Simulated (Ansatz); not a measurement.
**NH (imidogen) at 6 levels**

We compute a comparison of 6 runs (U-r2SCAN0/3-21G, U-r2SCAN/6-311G**, U-revPBE/6-311G**, USVWN5/6-311G**, RPA@PBE/3-21G, UCCSDTQ/3-21G) of NH (imidogen). 

Program for the calculation: Ansatz 0.2.0.

56 further runs of the same task are left out: 56 set aside as unsound or not needed.

### Step 1. The structure to begin with

NH: 2 atoms, total charge 0, spin state triplet. As SMILES, `[NH]`. The H2–N1 distance was set to 1.554 Å, away from the relaxed value.

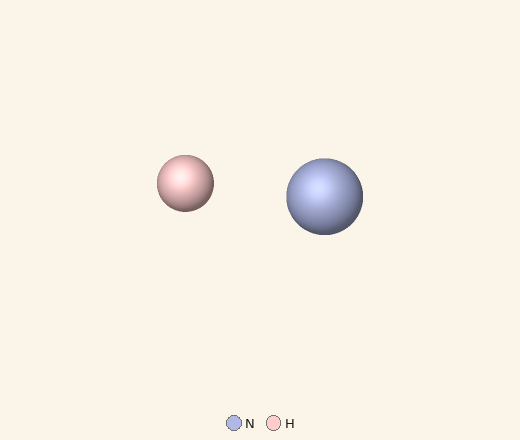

Viewed from a chosen angle; nitrogen light blue, hydrogen pink.

### Step 2. A single-point energy at U-r2SCAN0/3-21G (run 1)

Input file input.yaml:

```yaml
crystal:
  periodic: [false, false, false]
  atoms:
    - {symbol: N, position_ang: [0.000000, 0.000000, -0.518090]}
    - {symbol: H, position_ang: [0.000000, 0.000000, 1.036210]}
basis:
  gaussian: {orbitals: 3-21G.json}
magnetization: {spin_polarized: true, initial_magnetization: 2}
hamiltonian: {xc: {name: r2SCAN0}}
accuracy: high
```

The basis set 3-21G is read from a file made from the Basis Set Exchange's data (not shown).

Run with:

```
ansatz run input.yaml --threads 1 --pin off --max-ram 2610MiB --events-out events.jsonl --progress --plain --runs-dir runs
```

The log of the run:

```text
Warning: RAYON_NUM_THREADS=1 ignored (pool sized by the plan → 1); use --threads N
Functional definition: r2SCAN0
  name "r2SCAN0"
  parameter a = 0.25
  parameter k0 = 0.174
  parameter k1 = 0.065
  parameter a1 = 4.9479
  exchange = (1 - a)*r2scan_x(k0 = k0, k1 = k1, a1 = a1) + a*exact_x
  correlation = r2scan_c
208 factors; integrals over basis functions are off by at most 1.5e-8 eV
mean field evaluation 1: about -1491.5705 eV, gradient 6.3e0 eV
mean field evaluation 2: about -1491.4937 eV, gradient 8.0e0 eV
mean field evaluation 4: about -1491.9360 eV, gradient 6.6e-1 eV
mean field evaluation 8: about -1491.9807 eV, gradient 4.8e-2 eV
mean field evaluation 16: about -1491.9807 eV, gradient 2.0e-5 eV
mean field -1491.98071692 eV, -54.8292800460 hartree, gradient 2.5e-8 eV, S^2 2.202366; 0 other end points of the search recorded, 0 dependent functions left out
reference -1491.98071723 eV, -54.8292800573 hartree; 5, 3 occupied and 6, 8 virtual orbitals, 208 factors
Total energy: -1491.98071723 eV, -54.8292800573 hartree
```

Run time: 1.3 s. Hardware: 1 thread of Arm Neoverse V1, shared host; peak memory 0.11 GiB.

### Step 3. The energy at U-r2SCAN/6-311G(d,p) (run 2)

Input file in.yaml:

```yaml
basis:
  gaussian: {orbitals: 6-311G_st__st_.json}
crystal:
  periodic: [false, false, false]
  atoms:
    - {symbol: N, position_ang: [0.000000, 0.000000, -0.518090]}
    - {symbol: H, position_ang: [0.000000, 0.000000, 1.036210]}
hamiltonian: {xc: {name: r2SCAN}}
accuracy: high
magnetization: {spin_polarized: true, initial_magnetization: 2}
```

The basis set 6-311G** is read from a file made from the Basis Set Exchange's data (not shown).

Run with:

```
ansatz run in.yaml --threads 1 --pin off --max-ram 2610MiB --events-out events.jsonl --progress --plain --runs-dir runs
```

The log of the run:

```text
Warning: RAYON_NUM_THREADS=1 ignored (pool sized by the plan → 1); use --threads N
Functional definition: r2SCAN
  name "r2SCAN"
[... 3 set-up lines as earlier in the session ...]
  exchange = r2scan_x(k0 = k0, k1 = k1, a1 = a1)
[... 1 set-up line as earlier in the session ...]
361 factors; integrals over basis functions are off by at most 2.7e-9 eV
mean field evaluation 1: about -1499.6297 eV, gradient 1.2e1 eV
mean field evaluation 2: about -1497.4866 eV, gradient 2.1e1 eV
mean field evaluation 4: about -1500.4069 eV, gradient 6.1e-1 eV
mean field evaluation 8: about -1500.4208 eV, gradient 4.0e-2 eV
mean field evaluation 16: about -1500.4209 eV, gradient 4.6e-6 eV
mean field -1500.42087239 eV, -55.1394500385 hartree, gradient 1.2e-8 eV, S^2 2.106139; 0 other end points of the search recorded, 0 dependent functions left out
reference -1500.42087365 eV, -55.1394500848 hartree; 5, 3 occupied and 19, 21 virtual orbitals, 361 factors
Total energy: -1500.42087365 eV, -55.1394500848 hartree
```

Run time: 1.6 s. Hardware: 1 thread of Arm Neoverse V1, shared host; peak memory 0.11 GiB.

Runs 3 to 5 aren't shown in full; the table further down has their settings and results.

### Step 4. A single-point energy at UCCSDTQ/3-21G (run 6)

Input file molecule.yaml:

```yaml
crystal:
  periodic: [false, false, false]
  atoms:
    - {symbol: "N", position_ang: [0.000000, 0.000000, -0.518090]}
    - {symbol: H, position_ang: [0.000000, 0.000000, 1.036210]}
basis:
  gaussian: {orbitals: 3-21G.json}
magnetization: {spin_polarized: true, initial_magnetization: 2}
correlation: {method: ccsdtq, frozen_orbitals: {H: 0, "N": 1}}
accuracy: high
scf: {omitted_lower_state_checks: [cluster_reference, increment]}
```

The basis set 3-21G is read from a file made from the Basis Set Exchange's data (not shown).

Run with:

```
ansatz run molecule.yaml --threads 1 --pin off --max-ram 2610MiB --events-out events.jsonl --progress --plain --runs-dir runs
```

The log of the run, cut to the lines that bear on the results:

```text
Warning: RAYON_NUM_THREADS=1 ignored (pool sized by the plan → 1); use --threads N
Functional definition: HF
  name "HF"
[...]
208 factors; integrals over basis functions are off by at most 1.5e-8 eV
[...]
mean field -1486.09677037 eV, -54.6130489984 hartree, gradient 2.2e-8 eV, S^2 2.515672; 1 other end points of the search recorded, 0 dependent functions left out
1 core orbitals not correlated: weight in the atoms' cores, before any rotation towards them, 1.000 or more for the frozen orbitals, at most 0.000 for the correlated occupied ones
reference -1486.09677037 eV, -54.6130489984 hartree; 4, 2 occupied and 6, 8 virtual orbitals, 208 factors
second order -1.07117300 eV of doubles, -0.00000000 eV of singles
cycle   1  -1.27137805 eV  change   -2.0e-1 eV  update   5.2e-2
[...]
cycle  26  -1.87500989 eV  change   3.8e-10 eV  update  1.7e-10
Total energy: -1487.97178026 eV, -54.6819543409 hartree
Checks for a lower state left out: cluster_reference, increment
```

It took 8.1 s on 1 thread of Arm Neoverse V1, shared host; peak memory 0.14 GiB.

### Step 5. The series

```
run              level  frozen core orbitals  energy (Eh)   ⟨S²⟩  wall time
  1    U-r2SCAN0/3-21G                     –   -54.829280  2.202      1.3 s
  2  U-r2SCAN/6-311G**                     –   -55.139450  2.106      1.6 s
  3  U-revPBE/6-311G**                     –   -55.157387  2.037     0.62 s
  4    USVWN5/6-311G**                     –   -54.691576  2.047     0.36 s
  5      RPA@PBE/3-21G                     1   -54.732017  2.041     0.48 s
  6      UCCSDTQ/3-21G                     1   -54.681954  2.516      8.1 s
```

### Step 6. Results

```
                                         quantity         value
                              run 6: total energy  -54.68195 Eh
run 6: correlation energy (1 core orbital frozen)     -68.9 mEh
         run 6: ⟨S²⟩ of the reference determinant         2.516
                             run 6: T1 diagnostic         0.084
```

Totals of different functionals can't be ranked against each other. Spin contamination of the reference: run 6 ⟨S²⟩ = 2.52, run 1 ⟨S²⟩ = 2.20, run 2 ⟨S²⟩ = 2.11. All runs together took 12 s, the longest 8.1 s.
